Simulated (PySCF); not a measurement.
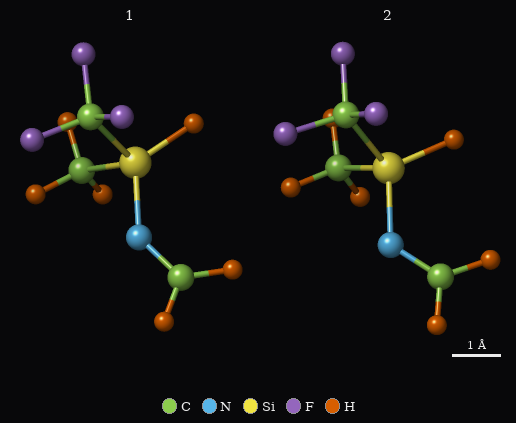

Two geometries of C3H6F3NSi, drawn at one scale. One is the start of a relaxation, the other its converged end. Style: ball-and-stick. Shown from a free direction.

These are results of PBE0-D3(BJ)/def2-SVP geometry optimisation, gas phase (PySCF), not measurements. 

Question: Which of the two is the end point?

Answer: Structure 2 is the relaxed one. The start comes from GFN2-xTB. Its atoms were then displaced at random by about 0.01 Å. The energy falls by 0.206 eV in 10 geometry steps. The atom that moves furthest after the best rigid fit is an H atom (0.36 Å). Largest moves by element: H 0.36 Å, N 0.22 Å, Si 0.18 Å, F 0.16 Å, C 0.08 Å. Some distances before and after: C–H 1.067 → 1.106 Å, N–Si 1.716 → 1.748 Å, C–H 1.094 → 1.112 Å, C–N 1.276 → 1.262 Å. Bond angles that change, for instance: C–N–Si 139.4° → 126.0°, N–Si–H 122.0° → 113.2°, N–Si–C 99.4° → 105.5°.
